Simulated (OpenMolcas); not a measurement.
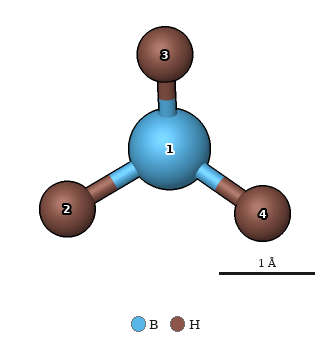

Fig. 1: The input geometry (ball-and-stick view, seen at a tilt; atoms are numbered from 1 in the order of the input). Bond lengths as drawn: B–H 1.13 to 1.25 Å.

**Run report: BH3 (charge −1), optimise calculation**

The run: optimise calculation of BH3, charge −1, multiplicity 2, SMILES [BH3-]. Method and program: HF/pc-0, UHF (OpenMolcas 26.06).

The run did not end well. The atoms were displaced at random from an optimised geometry.

Log:
```
--- Start Module: gateway ---

                                              &GATEWAY

                       available to each process: 1.9 GB of memory, 1 thread

++    Symmetry information:
      ---------------------

                    Character Table for C1

                             E
                    a        1  x, y, xy, Rz, z, xz, Ry, yz, Rx, I
--

++    Basis set information:
      ----------------------

      Basis set label: B.PC-0.........

      Electronic valence basis set:
      ------------------
      Associated Effective Charge   5.000000 au
      Associated Actual Charge      5.000000 au
      Nuclear Model: Point charge

      Shell  nPrim  nBasis  Cartesian Spherical Contaminant
         s       5       3        X
         p       3       2        X

      Basis set label: H.PC-0.........

      Electronic valence basis set:
      ------------------
      Associated Effective Charge   1.000000 au
      Associated Actual Charge      1.000000 au
      Nuclear Model: Point charge

      Shell  nPrim  nBasis  Cartesian Spherical Contaminant
         s       3       2        X
--

++    Molecular structure info:
      -------------------------

                    ************************************************
                    **** Cartesian Coordinates / bohr, angstrom ****
                    ************************************************

     Center  Label                x              y              z                     x              y              z
        1      B1               0.203064      -0.282937      -0.375252              0.107457      -0.149724      -0.198575
        2      H2               1.651823       0.642821       1.254240              0.874107       0.340166       0.663715
        3      H3              -0.527668      -2.194123       0.223725             -0.279230      -1.161080       0.118390
        4      H4              -1.570822       1.197077      -0.903015             -0.831243       0.633466      -0.477855

                    ***************************************
                    *    InterNuclear Distances / bohr    *
                    ***************************************

               1 B1            2 H2            3 H3            4 H4
    1 B1       0.000000
    2 H2       2.368791        0.000000
    3 H3       2.131988        3.722955        0.000000
    4 H4       2.369736        3.917446        3.722627        0.000000

                    *******************************************
                    *    InterNuclear Distances / angstrom    *
                    *******************************************

               1 B1            2 H2            3 H3            4 H4
    1 B1       0.000000
    2 H2       1.253510        0.000000
    3 H3       1.128200        1.970103        0.000000
    4 H4       1.254010        2.073023        1.969929        0.000000

                    **************************************
                    *    Valence Bond Angles / degree    *
                    **************************************
                          Atom centers                 Phi
                      2 H2       1 B1       3 H3       111.51
                      2 H2       1 B1       4 H4       111.53
                      3 H3       1 B1       4 H4       111.46
--

            Nuclear Potential Energy              7.35844892 au

--- Stop Module: gateway /rc=_RC_ALL_IS_WELL_ ---

>>> EXPORT MOLCAS_MAXITER = 50

--- Start Module: seward ---

                                              &SEWARD

                       available to each process: 1.9 GB of memory, 1 thread

               SEWARD will generate:
                  Multipole Moment integrals up to order  2
                  Kinetic Energy integrals
                  Nuclear Attraction integrals (point charge)
                  One-Electron Hamiltonian integrals
                  Velocity integrals
                  Orbital angular momentum around (  0.1272  -0.2474  -0.2531 )
                  Velocity quadrupole around (  0.1272  -0.2474  -0.2531 )
                  RI decomposed two-electron repulsion integrals stored Cholesky style
                   - acCD auxiliary basis
                   - CD Threshold:   1.00E-04

                   Integrals are discarded if absolute value <: 1.00E-14
                   Integral cutoff threshold is set to       <: 1.00E-16

            Nuclear Potential Energy              7.35844892 au

      Basis set specifications :
      Symmetry species         a
      Basis functions           15

--- Stop Module: seward /rc=_RC_ALL_IS_WELL_ ---

--- Start Module: scf ---

                                                &SCF

                       available to each process: 1.9 GB of memory, 1 thread

++    Input section:
      --------------

      Header of the integral files:

      Cartesian coordinates in angstrom:
      -----------------------------------------------------
      No.  Label        X            Y            Z
      -----------------------------------------------------
       1   B1         0.10745700  -0.14972400  -0.19857500
       2   H2         0.87410700   0.34016600   0.66371500
       3   H3        -0.27923000  -1.16108000   0.11839000
       4   H4        -0.83124300   0.63346600  -0.47785500
      -----------------------------------------------------
      Nuclear repulsion energy =    7.35844892
--

++    Orbital specifications:
      -----------------------

      Symmetry species               1
                                     a
      Frozen orbitals                0
      Start temperature = 0.500
      End temperature   = 0.010
      Temperature Factor= 0.460
      Deleted orbitals               0
      Total number of orbitals      15
      Number of basis functions     15
--

      Molecular charge                          -1.000

++    Optimization specifications:
      ----------------------------

      SCF Algorithm: LK-RI/DF USCF
      LK screening threshold:                     4.50E-02
      Local-Exchange (LK) algorithm.
       - the density matrix is decomposed
      The actual AO density is used
      Number of density matrices in core                 5
      Maximum number of NDDO SCF iterations            400
      Maximum number of HF SCF iterations              400
      Threshold for SCF energy change             1.00E-09
      Threshold for density matrix                1.00E-04
      Threshold for Fock matrix                   1.50E-04
      Threshold for linear dependence             1.00E-09
      Threshold at which DIIS is turned on        1.50E-01
      Maximum depth in the DIIS procedure                5
      Maximum depth in the BFGS Hessian update          30
      Threshold at which QNR/C2DIIS is turned on  7.50E-02
      Threshold for Norm(delta) (QNR/C2DIIS)      1.00E-03
      All orbitals punched on: UHFORB
--

      Input vectors read from INPORB
      Orbital file label: *Guess orbitals

++ Convergence information
                               UHF SCF        iterations: Energy and convergence statistics

Iter     Tot. SCF        One-elec.       Two-elec.     Energy      Max Dij or  Max Fij      DNorm      TNorm      AccCon     Time
         Energy          Energy          Energy        Change      Delta Norm                                                in Sec.
   1   -24.004401967   -50.513138718    19.150287826   0.00E+00    2.24E-01*   4.02E-01*    5.38E+00   1.92E+01   None         0.
   2   -24.926099070   -48.792102450    16.507554454  -9.22E-01*   1.48E-01*   9.80E-02*    9.09E+00   1.78E+01   EDIIS        0.
   3   -25.910200859   -51.117972870    17.849323085  -9.84E-01*   8.70E-02*   8.39E-02*    3.79E+00   1.85E+01   EDIIS        0.
   4   -26.236746884   -50.975578342    17.380382533  -3.27E-01*   4.09E-02*   2.01E-02*    2.90E+00   1.83E+01   EDIIS        0.
   5   -26.266791869   -51.083796191    17.458555397  -3.00E-02*   1.40E-02*   8.21E-03*    2.91E+00   1.84E+01   EDIIS        0.
   6   -26.267418171   -51.062459953    17.436592857  -6.26E-04*   8.81E-03*   4.18E-03*    2.91E+00   1.84E+01   EDIIS        0.

       Fermi aufbau procedure completed!
      nOcc(alpha)=    5
      nOcc(beta) =    4

   7   -26.267608748   -51.067824110    17.441766437  -1.91E-04*   3.40E-03*   5.49E-03*    2.91E+00   1.84E+01   c2DIIS       0.
   8   -26.267721121   -51.066812305    17.440642258  -1.12E-04*   3.15E-03*   5.64E-04*    2.91E+00   1.84E+01   QNRc2DIIS    0.
   9   -26.267724448   -51.068471164    17.442297790  -3.33E-06*   4.81E-03*   3.06E-04*    2.91E+00   1.84E+01   QNRc2DIIS    0.
  10   -26.267726440   -51.068126903    17.441951538  -1.99E-06*   4.55E-04    1.22E-04     2.91E+00   1.84E+01   QNRc2DIIS    0.
  11   -26.267726509   -51.068194573    17.442019139  -6.97E-08*   6.66E-04    8.54E-05     2.91E+00   1.84E+01   QNRc2DIIS    0.
  12   -26.267726563   -51.068174028    17.441998541  -5.31E-08*   5.04E-05    6.94E-06     2.91E+00   1.84E+01   QNRc2DIIS    0.
  13   -26.267726563   -51.068180214    17.442004726  -4.01E-10    5.07E-06    9.01E-07     2.91E+00   1.84E+01   QNRc2DIIS    0.

       Convergence after  13 Iterations
--

 *****************************************************************************************************************************
 *                                             SCF/KS-DFT Program, Final results                                             *
 *                                                       Final Results                                                       *
 *****************************************************************************************************************************

::    Total SCF energy                                -26.2677265629
      One-electron energy                             -51.0681802136
      Two-electron energy                              17.4420047258
      Nuclear repulsion energy                          7.3584489249
      Kinetic energy (interpolated)                    26.2230026597
      Virial theorem                                    1.0017055218
      Total spin, S(S+1)                                0.7576481206
      Total spin, S                                     0.5038167764
      Max non-diagonal density matrix element           0.0000023615
      Max non-diagonal Fock matrix element              0.0000001582

      All orbitals with orbital energies smaller than  E(LUMO)+0.5 are printed

++    Molecular orbitals:
      -------------------

      Title: UHF orbitals (alpha)

      Molecular orbitals for symmetry species 1: a

          Orbital            1         2         3         4         5         6         7         8         9        10
          Energy           -7.3030   -0.4409   -0.1996   -0.1821   -0.0187    0.5130    0.5157    0.5385    0.8312    0.8686
          Occ. No.          1.0000    1.0000    1.0000    1.0000    1.0000    0.0000    0.0000    0.0000    0.0000    0.0000

          Orbital           11
          Energy            0.9301
          Occ. No.          0.0000

--

      All orbitals with orbital energies smaller than  E(LUMO)+0.5 are printed

++    Molecular orbitals:
      -------------------

      Title: UHF orbitals (beta)

      Molecular orbitals for symmetry species 1: a

          Orbital            1         2         3         4         5         6         7         8         9        10
          Energy           -7.2878   -0.3872   -0.1903   -0.1747    0.3919    0.5328    0.5350    0.5569    0.8436    0.8810
          Occ. No.          1.0000    1.0000    1.0000    1.0000    0.0000    0.0000    0.0000    0.0000    0.0000    0.0000

--

++    Molecular charges:
      ------------------

      Mulliken charges per centre and basis function type
      ---------------------------------------------------

                            B1                      H2                      H3                      H4
                     alpha        beta       alpha        beta       alpha        beta       alpha        beta
      1s           0.3045      0.3034      0.2667      0.2935      0.2915      0.3177      0.2667      0.2934
      2s           0.6893      0.6909      0.0000      0.0000      0.0000      0.0000      0.0000      0.0000
      2px          0.2280      0.1322      0.0000      0.0000      0.0000      0.0000      0.0000      0.0000
      2pz          0.2576      0.0647      0.0000      0.0000      0.0000      0.0000      0.0000      0.0000
      2py          0.2248      0.1974      0.0000      0.0000      0.0000      0.0000      0.0000      0.0000
      *s           0.6041      0.4352      0.2879      0.3522      0.2321      0.2829      0.2881      0.3525
      *px          0.3374      0.1036      0.0000      0.0000      0.0000      0.0000      0.0000      0.0000
      *pz          0.5195      0.0498      0.0000      0.0000      0.0000      0.0000      0.0000      0.0000
      *py          0.2017      0.1305      0.0000      0.0000      0.0000      0.0000      0.0000      0.0000
      Total        3.3670      2.1078      0.5547      0.6457      0.5236      0.6006      0.5548      0.6459
      Total              5.4747                  1.2004                  1.1242                  1.2007

      Charge           -0.4747                 -0.2004                 -0.1242                 -0.2007

      Total electronic charge=    9.000000

      Total            charge=   -1.000000
--

++    Molecular orbitals:
      -------------------

      Title: Natural orbitals

      Molecular orbitals for symmetry species 1: a

          Orbital            1         2         3         4         5         6         7         8         9        10
          Energy           -7.2921   -0.2979   -0.1779   -0.3108    0.1933    0.7274    0.6371    0.7931    1.0958    1.6654
          Occ. No.          2.0000    1.9991    1.9986    1.9985    1.0000    0.0015    0.0014    0.0009    0.0000    0.0000

          Orbital           11        12        13        14        15
          Energy            5.8277    2.1662    0.9873    6.8260    8.6298
          Occ. No.          0.0000    0.0000    0.0000    0.0000    0.0000

--

++    Molecular properties:
      ---------------------

      Charge (e):
                      =   -1.0000
      Dipole Moment (debye):
      Origin of the operator (angstrom)=    0.0673   -0.1309   -0.1339
                   X=  2.6487E-02               Y= -3.7069E-01               Z= -1.3184E-01           Total=  3.9433E-01
      Center of Charge (angstrom)
                     X=    0.06181446               Y=   -0.05375191               Z=   -0.10649096
      Quadrupole Moment (debye*angstrom):
      Origin of the operator (angstrom)=    0.0673   -0.1309   -0.1339
                  XX= -1.4331E+01              XY=  1.2184E-01              XZ= -3.5480E-01              YY= -1.4053E+01
                  YZ= -4.1585E-02              ZZ= -1.4070E+01
      In traceless form (debye*angstrom)
                  XX= -2.6988E-01              XY=  1.8275E-01              XZ= -5.3219E-01              YY=  1.4727E-01
                  YZ= -6.2378E-02              ZZ=  1.2261E-01
--

--- Stop Module: scf /rc=_RC_ALL_IS_WELL_ ---
--- Module scf spent 1 second ---

--- Start Module: slapaf ---

                                              &SLAPAF

                       available to each process: 1.9 GB of memory, 1 thread

--- Stop Module: slapaf /rc=_RC_INVOKED_OTHER_MODULE_ ---

--- Start Module: alaska ---

                                              &ALASKA

                       available to each process: 1.9 GB of memory, 1 thread

                     Threshold for contributions to the gradient: 1.000E-07

                    ********************************************
                    * Symmetry Adapted Cartesian Displacements *
                    ********************************************

           Irreducible representation : a
           Basis function(s) of irrep: x, y, xy, Rz, z, xz, Ry, yz, Rx, I

 Basis Label        Type   Center Phase
   1   B1           x         1     1
   2   B1           y         1     1
   3   B1           z         1     1
   4   H2           x         2     1
   5   H2           y         2     1
   6   H2           z         2     1
   7   H3           x         3     1
   8   H3           y         3     1
   9   H3           z         3     1
  10   H4           x         4     1
  11   H4           y         4     1
  12   H4           z         4     1

                     No automatic utilization of translational and rotational invariance of the energy is employed.

 RI-ERI gradients!

 **************************************************
 *              Molecular gradients               *
 **************************************************

  Irreducible representation: a
 ------------------------------------------------------------------------------------------
                              X                       Y                       Z
 ------------------------------------------------------------------------------------------
  B1               -9.08864744703519E-03   -5.47567927456747E-02   -2.17070704804589E-04
  H2               -1.07873209107001E-03    3.22251700457410E-04    6.90741695157948E-03
  H3                1.61037620550490E-02    5.32347592508995E-02   -1.04050578633316E-02
  H4               -5.93638251694406E-03    1.19978179431668E-03    3.71471161655598E-03
 ------------------------------------------------------------------------------------------

--- Stop Module: alaska /rc=_RC_ALL_IS_WELL_ ---

--- Start Module: slapaf ---

                                              &SLAPAF

                       available to each process: 1.9 GB of memory, 1 thread

++       Slapaf input parameters:
         ------------------------

 Maximum number of iterations:                50
 Convergence test a la Schlegel.
 Convergence criterion on gradient/para.<=: 3.0E-04
 Convergence criterion on step/parameter<=: 3.0E-04
 Convergence criterion on energy change <=: 0.0E+00
 Parameters for step-restricted optimization
 Maximum step length (initial seed):       3.00E-01

 -RFO activated with parameters:
   Maximum number of data points used in RFO:      5
 Line search is performed

 -Optimization for minimum.
  Optimization method: RS-RFO.

 -Initial Hessian guessed by Hessian Model Function (HMF).
  HMF augmented with weak interactions.

 -Hessian update method: Broyden-Fletcher-Goldfarb-Shanno
  Maximum number of points in Hessian update:  5

 -Relaxation will be done on non-redundant internal coordinates, based on
  force constant weighted redundant internal coordinates.

--

 ******************************************
 * Statistics of the internal coordinates *
 ******************************************
 Translations and Rotations:         0
 Bonds                     :         3
 Angles                    :         3
 Torsions                  :         0
 Out-of-plane angles       :         0

  NewCar: rInt
  mat. size =     6x    1
   0.8485688843
  -0.0054832484
   3.4734128060
  -0.0140640103
   2.3931869198
   3.3082101748

  NewCar: qInt
  mat. size =     6x    1
   0.8531486641
  -0.0055122427
   3.4884356945
  -0.0139975560
   2.3819922109
   3.2937652538
 ###############################################################################
 ###    ERROR: Error in NewCar                                               ###
 ###############################################################################

 ***********************************************
  ERROR: No convergence in NewCar !
  Strong linear dependency among Coordinates.
  Hint: Try to change the Internal Coordinates.
 ***********************************************

  NewCar: rInt
  mat. size =     6x    1
   0.8485688843
  -0.0054832484
   3.4734128060
  -0.0140640103
   2.3931869198
   3.3082101748

  NewCar: qInt
  mat. size =     6x    1
   0.8531486641
  -0.0055122427
   3.4884356945
  -0.0139975560
   2.3819922109
   3.2937652538

--- Stop Module: slapaf /rc=_RC_NOT_CONVERGED_ ---

.#######################.
.# Convergence problem #.
.#######################.

    Timing: Wall=2.93 User=2.45 System=0.41
```

This output came from the following input.

Input:
```
>>> EXPORT MOLCAS_PRINT=2

&gateway
  basisset
  B.pc-0....
  B1 0.107457 -0.149724 -0.198575 angstrom
  End of Basis
  basisset
  H.pc-0....
  H2 0.874107 0.340166 0.663715 angstrom
  H3 -0.279230 -1.161080 0.118390 angstrom
  H4 -0.831243 0.633466 -0.477855 angstrom
  End of Basis
  ricd
>>> EXPORT MOLCAS_MAXITER=50
>>> Do While

&seward

&scf
  uhf
  charge = -1
  spin = 2
  prorbitals = 1 1

&slapaf
>>> EndDo
```

Launched with:
```bash
export MOLCAS_MEM=1860
pymolcas calc.inp > calc.log
```

What the run reported:

- outcome: not converged
- basis functions: 15
- hardware: 1 thread of Arm Neoverse N1, 98 GiB of memory available, shared host
- wall time: 3.3 s
- peak memory: 0.19 GiB

What went wrong:

The run did not converge. Its last values are not results.
